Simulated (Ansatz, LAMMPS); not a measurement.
# Liquid (Cs,Li)F at 900 K (112 atoms): a single point, part 2 of 2

What does DFT give for liquid (Cs,Li)F at 900 K (112 atoms) as built?

Ansatz 0.2.0; Kohn-Sham DFT, PBEsol, PAW (set soft_2), plane waves.

The cell: 22 Cs, 34 Li and 56 F. The starting topology of bonds comes from the classical model. The ion parameters were fitted for water, not for melts. The Brillouin zone is sampled at Γ only, in a cell whose shortest periodic width is 13 Å. No spin–orbit coupling is included.

So far. Step 3 (Plane-wave single point): The stored curve holds about 624 of the 692 electrons; the rest, give or take the few that broadening carries across the Fermi level, lie in deeper levels below its range.

**3. Plane-wave single point (continued)**

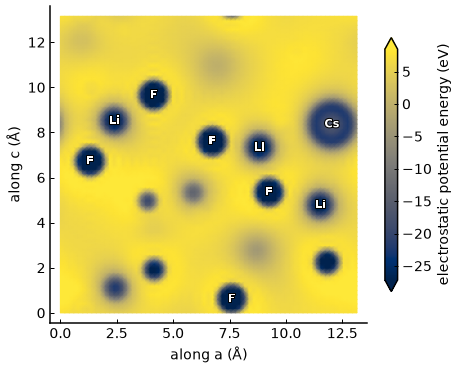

Electrostatic potential energy in the ac plane at fractional y = 0.516, with atoms of Cs and Li and F within 0.2 Å of it. With pseudopotentials it is smooth inside the atoms' cores, unlike the true potential.

Mean intrinsic-atomic-orbital charges: Cs +0.93, F -0.84, Li +0.77 e.

**4. Distances and neighbours**

Bonds and neighbours are counted at the geometry of the runs.

Density 3.08 g/cm³, 20.31 Å³ an atom.

Pair distribution functions g(r), in bins of 0.2 Å:

| r (Å) | total | F-F | F-Li | F-Cs | Li-Li | Li-Cs | Cs-Cs |
| --- | --- | --- | --- | --- | --- | --- | --- |
| 1.80 | 0.13 | 0.00 | 0.41 | 0.00 | 0.00 | 0.00 | 0.00 |
| 2.00 | 2.31 | 0.00 | 7.61 | 0.00 | 0.00 | 0.00 | 0.00 |
| 2.20 | 1.44 | 0.00 | 4.76 | 0.00 | 0.00 | 0.00 | 0.00 |
| 2.40 | 0.51 | 0.00 | 1.58 | 0.00 | 0.28 | 0.00 | 0.00 |
| 2.60 | 0.65 | 0.16 | 0.77 | 1.06 | 1.86 | 0.00 | 0.00 |
| 2.80 | 1.04 | 0.58 | 0.30 | 3.31 | 1.57 | 0.00 | 0.00 |
| 3.00 | 1.35 | 1.98 | 0.16 | 2.47 | 2.61 | 0.66 | 0.00 |
| 3.20 | 1.17 | 2.19 | 0.14 | 1.95 | 1.52 | 0.45 | 0.00 |
| 3.40 | 1.05 | 1.89 | 0.25 | 1.28 | 1.07 | 1.16 | 0.34 |
| 3.60 | 1.14 | 1.73 | 0.26 | 0.73 | 1.22 | 2.25 | 2.59 |
| 3.80 | 0.90 | 0.99 | 0.49 | 0.41 | 1.42 | 2.10 | 1.05 |
| 4.00 | 0.96 | 0.86 | 0.91 | 0.51 | 1.37 | 1.75 | 0.69 |
| 4.20 | 1.12 | 0.85 | 1.12 | 0.62 | 1.07 | 1.99 | 2.77 |
| 4.40 | 0.98 | 0.84 | 1.32 | 0.69 | 0.73 | 0.93 | 1.35 |
| 4.60 | 0.80 | 0.39 | 1.23 | 0.70 | 0.37 | 0.96 | 1.25 |
| 4.80 | 0.94 | 0.95 | 1.34 | 0.51 | 0.54 | 0.95 | 0.98 |
| 5.00 | 0.89 | 0.74 | 1.21 | 1.03 | 0.50 | 0.48 | 0.88 |
| 5.20 | 0.99 | 0.68 | 1.07 | 1.42 | 0.81 | 0.85 | 0.97 |
| 5.40 | 0.93 | 0.89 | 0.88 | 1.26 | 0.43 | 1.00 | 0.90 |
| 5.60 | 1.07 | 1.04 | 0.94 | 1.60 | 0.75 | 0.82 | 1.20 |
| 5.80 | 0.97 | 1.08 | 0.86 | 1.32 | 0.75 | 0.83 | 0.33 |
| 6.00 | 1.20 | 1.35 | 1.12 | 1.30 | 1.34 | 0.77 | 1.25 |
| 6.20 | 1.04 | 1.40 | 0.76 | 1.01 | 1.30 | 0.95 | 0.68 |
| 6.40 | 0.99 | 1.00 | 1.01 | 0.77 | 1.07 | 1.21 | 0.91 |

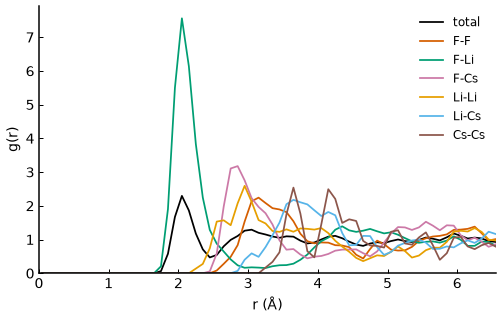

Pair distribution functions, lightly smoothed.

Bonds by pair of elements; cutoffs follow the first minimum of g(r), held within bounds set by covalent radii, and pairs that aren't listed don't count as bonded:

| pair A-B | cutoff (Å) | bonds | mean length (Å) | spread (Å) | shortest (Å) | B about A | A about B |
| --- | --- | --- | --- | --- | --- | --- | --- |
| F-Li | 2.46 | 132 | 2.12 | 0.137 | 1.84 | 2.36 | 3.88 |
| F-Cs | 3.58 | 126 | 3.03 | 0.255 | 2.58 | 2.25 | 5.73 |

The cutoffs for F-Li and F-Cs fall short of the minimum of g(r), so counts run low and odd coordinations can be artefacts.

How many atoms have how many bonded neighbours:

| element | mean | 3 | 4 | 5 | 6 | 7 | 8 |
| --- | --- | --- | --- | --- | --- | --- | --- |
| Cs | 5.73 | 0 | 1 | 10 | 6 | 4 | 1 |
| F | 4.61 | 6 | 17 | 26 | 7 | 0 | 0 |
| Li | 3.88 | 12 | 14 | 8 | 0 | 0 | 0 |

Bond angles (no mean is given where the spread exceeds 20°):

| angle | count | mean (°) | spread (°) |
| --- | --- | --- | --- |
| F-Cs-F | 308 | - | - |
| Cs-F-Li | 249 | - | - |
| F-Li-F | 200 | - | - |
| Li-F-Li | 120 | - | - |
| Cs-F-Cs | 116 | - | - |

Bond length by coordination (bonds to H left out):

| element | coordination | atoms | mean bond length (Å) |
| --- | --- | --- | --- |
| Cs | 4 | 1 | 2.76 |
| Cs | 5 | 10 | 2.98 |
| Cs | 6 | 6 | 3.03 |
| Cs | 7 | 4 | 3.13 |
| Cs | 8 | 1 | 3.05 |
| F | 3 | 6 | 2.43 |
| F | 4 | 17 | 2.49 |
| F | 5 | 26 | 2.60 |
| F | 6 | 7 | 2.64 |
| Li | 3 | 12 | 2.08 |
| Li | 4 | 14 | 2.09 |
| Li | 5 | 8 | 2.2 |

First main peaks of g(r), for some of the pairs, lie near 3.2 Å (F-F), 2.1 Å (F-Li) and 2.8 Å (F-Cs).

Local excerpt of 8 atoms (numbers count through the whole input) about F103, which bears the longest force; x, y, z are measured from there.

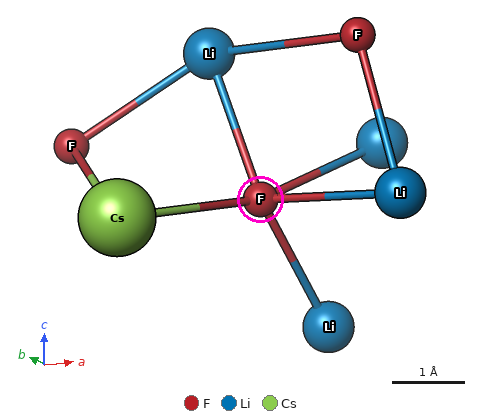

The atoms of the table, within 2.9 Å (arrows a, b, c point along x, y, z); some may hide others; the central atom is ringed.

| atom | x | y | z | distance (Å) | bonds | intrinsic-atomic-orbital charge (e) | Fx | Fy | Fz (eV/Å) |
| --- | --- | --- | --- | --- | --- | --- | --- | --- | --- |
| F103 | 0.00 | 0.00 | 0.00 | 0.00 | 5 | -0.82 | 1.42 | 0.20 | -0.46 |
| Li40 | 1.11 | 0.23 | -1.91 | 2.22 | 4 | 0.79 | 0.04 | -0.23 | -0.45 |
| Li44 | 2.08 | 0.67 | 0.55 | 2.26 | 5 | 0.78 | 0.04 | -0.11 | 0.41 |
| Li37 | 1.39 | -1.77 | 0.30 | 2.27 | 5 | 0.77 | -0.05 | 0.18 | 0.36 |
| Li36 | -0.26 | 1.29 | 1.86 | 2.28 | 5 | 0.76 | -0.32 | -0.45 | -0.17 |
| Cs4 | -2.49 | -0.87 | 0.05 | 2.64 | 5 | 0.92 | -0.38 | -0.39 | 0.23 |
| F110 | 1.17 | -0.71 | 2.36 | 2.73 | 4 | -0.81 | -0.16 | -0.33 | 0.26 |
| F109 | -2.03 | 2.01 | 0.55 | 2.91 | 6 | -0.83 | -0.26 | 0.16 | 0.40 |

The column of bonds counts only the pairs F-Li within 2.46 Å, F-Cs within 3.58 Å; other neighbours, such as metal atoms beside each other in a compound, aren't counted, and periodic images can show an atom twice.

**5. Summary of results**

| Property | Result |
| --- | --- |
| free energy per atom | -1560.2678 eV/atom |
| pressure | -3.279 GPa |
| r.m.s. force component | 0.3735 eV/Å |
| gap (highest filled to lowest empty level) | 4.656 eV |
| wall time of the 1 DFT run | 15 s |

In words: The highest filled and lowest empty levels differ by 4.66 eV (at Γ alone); a semilocal functional tends to put such gaps too low. In a disordered cell it changes from sample to sample and from frame to frame.

What to keep in mind: The force components of 0.37 eV/Å r.m.s. reflect the temperature of the frame as well as the gap between the generating potential and DFT. The pressure of -3.3 GPa is that of one thermal frame, in which the classical model's bond lengths enter as well as the volume, without the kinetic term.

[Hosts, paths, dates, database ids (printed as entryN), source tags and the programs' standing remarks are cut or masked in the printed files.]
